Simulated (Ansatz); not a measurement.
**Br2H2Si (SMILES Br[SiH2]Br): density, localisation and related maps**

The calculation's input:

```
crystal:
  periodic: [false, false, false]
  atoms:
    - { symbol: Br, position_ang: [-1.6847, -1.228, 0.3552] }
    - { symbol: Si, position_ang: [0.1436, -0.0587, 0.0495] }
    - { symbol: Br, position_ang: [-0.3233, 1.8153, -1.0616] }
    - { symbol: H, position_ang: [1.1746, -0.8689, -0.7394] }
    - { symbol: H, position_ang: [0.7397, 0.2666, 1.3548] }
basis:
  gaussian:
    orbitals: def2-SVP
hamiltonian:
  xc: lc_wpbe
output:
  orbitals: {}
  forces: true
```

Launched as:

```sh
python br2h2si.py
```

Not at a stationary point (largest force 1.0 eV/Å).

All numbers below come from SCF lc_wpbe, Gaussian basis (Ansatz 0.2.0).

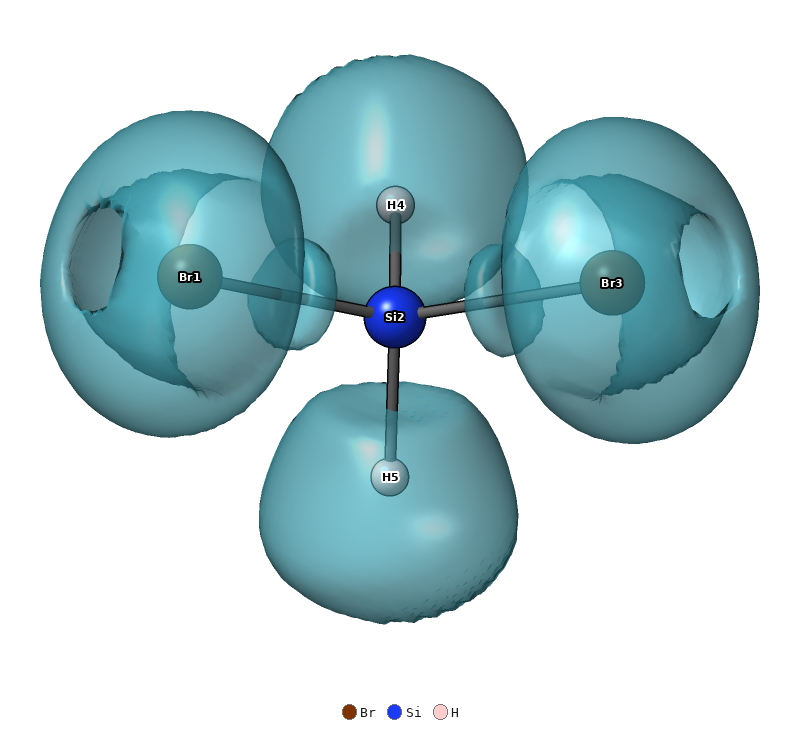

Figure 1. Isosurface of the ELF at 0.8 (cyan), seen from one side. Core shells and regions of very low density are left out.

Question: Identify the bonds, lone pairs and shells in this picture.

Answer: At this value the surface marks out two regions between bonded Br–Si atoms (shared pairs), two regions around hydrogen nuclei and two rings or bowls of non-bonding electrons around Br.


Si–Br (2.19 Å): the ELF peaks at about 0.90 between the atoms (a polar covalent bond). Si–H (1.47 Å): the ELF climbs to about 1 towards the hydrogen, as it does in any bond to H.

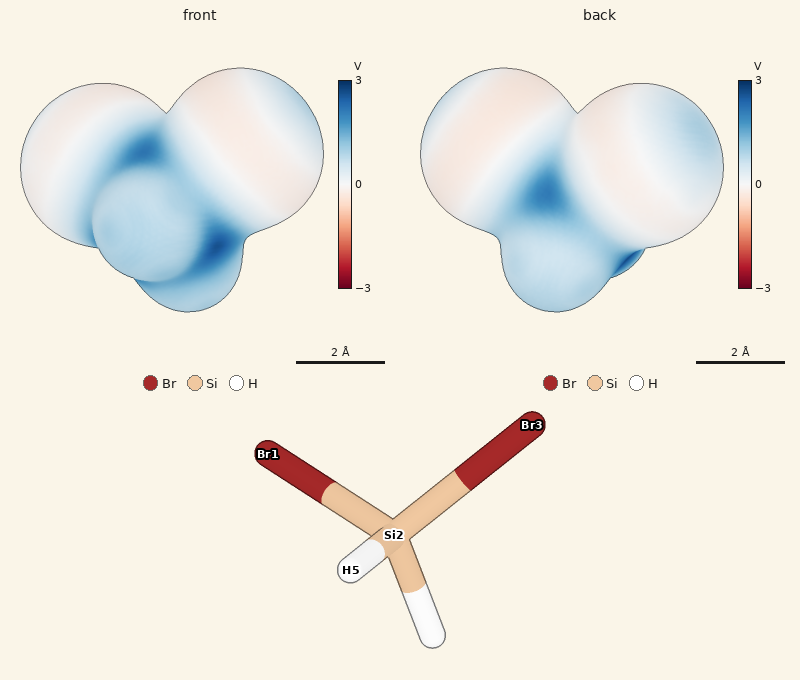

Figure 2. The molecular electrostatic potential painted on the density surface at 0.004 e/bohr³, seen from the front and from behind; the colour scale runs from red (negative) to blue (positive). The bare structure is drawn below in the same view.

Question: Describe the electrostatic potential map.

Answer: The most negative region (about −0.3 V) lies over Br3, the most positive (about +2.5 V, or +58 kcal/mol for a unit charge) over Si2. Br1 shows a σ-hole: about +0.9 V, or +21 kcal/mol for a unit charge at the tip opposite its bond, against about −0.1 V on its flanks. Br3 shows a σ-hole: about +0.8 V, or +18 kcal/mol for a unit charge at the tip opposite its bond, against about −0.2 V on its flanks.

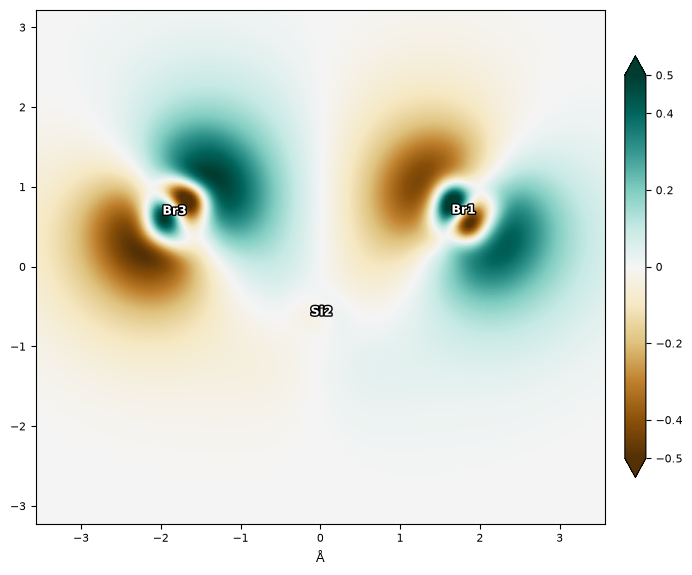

Figure 3. The HOMO−1 on the plane of atoms Br1, Si2 and Br3 (values in Å⁻³ᐟ²; the overall sign is arbitrary).

Question: What is the character of this orbital?

Answer: Its weight (Hirshfeld) is mainly on Br3 (about 55 %) and Br1 (about 40 %); largely a combination of lone pairs on Br3 and Br1. Its energy is −11.28 eV.

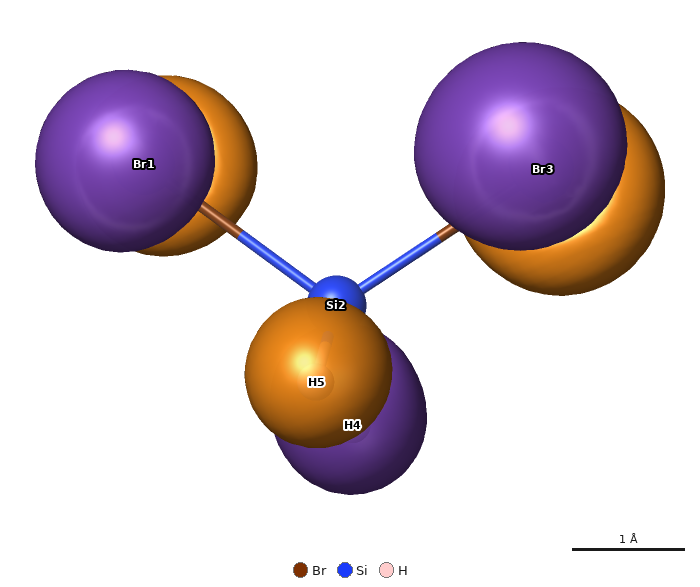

Figure 4. The HOMO at ±0.15 Å⁻³ᐟ² (orange and purple are the two phases), seen across its widest extent.

Question: Describe this orbital and give its energy.

Answer: It lies mainly on Br3 (about 45 %), Br1 (about 25 %), Si2 (about 10 %), H4 (about 10 %) and H5 (about 10 %); largely a combination of lone pairs on Br3 and Br1. Its energy is −11.26 eV.
